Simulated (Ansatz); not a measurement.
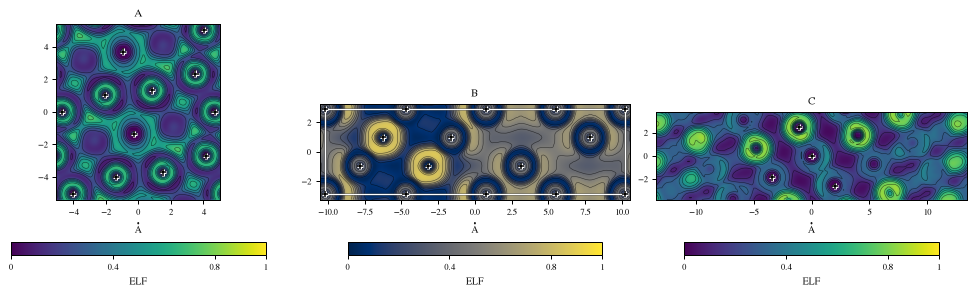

The ELF of 3 systems, each on a plane through atoms (crosses mark nuclei in the plane).

Level of theory: Ansatz 0.2.0, DFT PBE, scalar-relativistic, plane waves, PAW.

System 1: Mg$_{4}$S, the (110) plane of the conventional cell. Space group P-3m1; a generated structure, not necessarily the stable one; changed on purpose from its base cell (volume × 0.88, shape and atoms relaxed); computed pressure about 6 GPa in this cell.

```xyz
10
Lattice="3.3466 0.0000 0.0000 -1.6733 2.8983 0.0000 0.0000 0.0000 20.3933" Properties=species:S:1:pos:R:3 pbc="T T T"
Mg    0.0000    0.0000   14.9108
Mg    1.6733    0.9661   12.5600
Mg    0.0000    0.0000    0.0000
Mg    1.6733    0.9661    3.1037
Mg    0.0000    1.9322   17.2896
Mg    0.0000    0.0000    5.4825
Mg    0.0000    1.9322    7.8333
Mg    0.0000    0.0000   10.1966
S     0.0000    1.9322    1.5525
S     1.6733    0.9661   18.8408
```

System 2: Sn$_{3}$P$_{2}$, the (111) plane of the conventional cell. Space group R-3m; a generated structure, not necessarily the stable one; changed on purpose from its base cell (volume × 0.97, shape and atoms relaxed).

```yaml
crystal:
  lattice:
    - [3.99445, 0.00000, 0.00000]
    - [-1.99722, 3.45929, 0.00000]
    - [0.00000, 0.00000, 25.77533]
  atoms:
    - { symbol: Sn, position: [0.00000, 0.00000, 0.21186] }
    - { symbol: Sn, position: [0.66667, 0.33333, 0.54519] }
    - { symbol: Sn, position: [0.33333, 0.66667, 0.87853] }
    - { symbol: Sn, position: [0.66667, 0.33333, 0.12147] }
    - { symbol: Sn, position: [0.33333, 0.66667, 0.45481] }
    - { symbol: Sn, position: [0.00000, 0.00000, 0.78814] }
    - { symbol: Sn, position: [0.00000, 0.00000, 0.00000] }
    - { symbol: Sn, position: [0.66667, 0.33333, 0.33333] }
    - { symbol: Sn, position: [0.33333, 0.66667, 0.66667] }
    - { symbol: P, position: [0.33333, 0.66667, 0.26700] }
    - { symbol: P, position: [0.00000, 0.00000, 0.60033] }
    - { symbol: P, position: [0.66667, 0.33333, 0.93366] }
    - { symbol: P, position: [0.33333, 0.66667, 0.06634] }
    - { symbol: P, position: [0.00000, 0.00000, 0.39967] }
    - { symbol: P, position: [0.66667, 0.33333, 0.73300] }
```

System 3: Ti$_{6}$Ge, the (010) plane of the conventional cell. Space group C2; a generated structure, not necessarily the stable one; changed on purpose from its base cell (the structure that the rattled cell fell into); computed without spin polarisation.

```
CELL_PARAMETERS angstrom
9.38064 0.00000 0.00106
0.00000 5.01136 0.00000
-0.66287 0.00000 5.04544
ATOMIC_POSITIONS crystal
Ti 0.04622 0.57932 0.26740
Ti 0.54622 0.07932 0.26740
Ti 0.26701 0.27311 0.07669
Ti 0.76701 0.77311 0.07669
Ti 0.23299 0.77311 0.92331
Ti 0.73299 0.27311 0.92331
Ti 0.45378 0.07932 0.73260
Ti 0.95378 0.57932 0.73260
Ti 0.15544 0.10767 0.52725
Ti 0.65544 0.60767 0.52725
Ti 0.34456 0.60767 0.47275
Ti 0.84456 0.10767 0.47275
Ge 0.00000 0.08057 0.00000
Ge 0.50000 0.58057 0.00000
```

> Match each panel to its system.

Panel A is system 3, Ti$_{6}$Ge: the plane holds Ti and Ge. Ti–Ti (2.62 Å): the ELF is about 0.15 at the midpoint (no localised pair shows between them). Panel B is system 1, Mg$_{4}$S: the plane holds Mg and S. Mg–S (2.48 Å): the ELF peaks at about 0.90 in the valence shell of S, 0.9 Å from its nucleus, and is about 0.70 at the midpoint. Panel C is system 2, Sn$_{3}$P$_{2}$: the plane holds Sn and P. Sn–P (2.71 Å): the ELF peaks at about 0.85 in the valence shell of P, 0.8 Å from its nucleus, and is about 0.60 at the midpoint.
